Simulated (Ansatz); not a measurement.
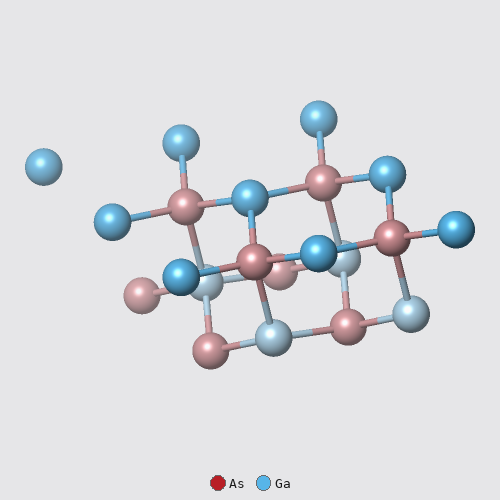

The system is N₂ on a GaAs(111) slab cut from the F-43m phase, its upper half relaxed before the scan (16 atoms of substrate and one adsorbate in a 2 × 2 cell); the picture shows it without the atoms that are moved over the map. 
- N2 is moved over the surface cell at a fixed height above a rigid substrate; the origin of the map has the adsorbate above Ga13; the height is held at 3.40 Å.
- Places are given modulo a cell vector. The map is drawn in real space over the plane of the surface.
- The scan uses a 6 × 6 grid; 10 points were computed and 26 follow by symmetry.
- Places are given in fractions of the 1 × 1 surface cell.
- Energies are in meV, from the lowest grid point.
- At a fixed height the lowest place need not be the adsorption site.
- Computed with DFT PBE+D3(BJ), scalar-relativistic, plane waves, PAW in Ansatz. Settings: cutoff 420 eV, k-mesh 6×6×1, gaussian smearing 0.05 eV, no spin polarisation.

Range: position of N17 along the first surface vector from 0.000 to 0.833; position of N17 along the second surface vector from 0.000 to 0.833.

Q: What will the energy surface look like?

A: The lowest grid point is at a threefold hollow, (2/6, 4/6) of the cell vectors. The highest grid point, a threefold hollow over a second-layer As atom, (4/6, 2/6) of the cell vectors, lies 24.1 meV above the lowest. On the interpolated surface the easiest way out of the lowest well to its copy in the next cell or period passes a barrier of about 17 meV.

```tsv
second ↓, first →	0/6	1/6	2/6	3/6	4/6	5/6
5/6	15.7	9.8	4.4	4.4	9.8	15.7
4/6	13.6	4.4	0.0	4.4	13.6	18.5
3/6	12.5	4.4	4.4	12.5	20.8	20.8
2/6	13.6	9.8	13.6	20.8	24.1	20.8
1/6	15.7	15.7	18.5	20.8	20.8	18.5
0/6	16.7	15.7	13.6	12.5	13.6	15.7
```

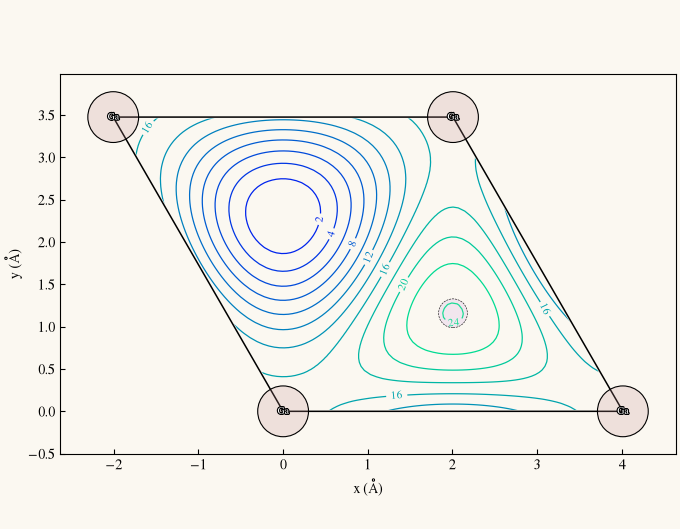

The picture shows contour lines labelled in meV, labelled circles for the atoms of the top layer and small ones for the second layer, the outline of one cell of the plane. Between grid points the surface is interpolated.

Each point was launched as `ansatz run input.yaml --threads 4 --pin off --max-ram 12288MiB --backend cpu --events-out ev --progress --plain --runs-dir out`. The whole map (10 points run) took 23 min on 4 threads of Arm Neoverse N1, with other jobs on the host.
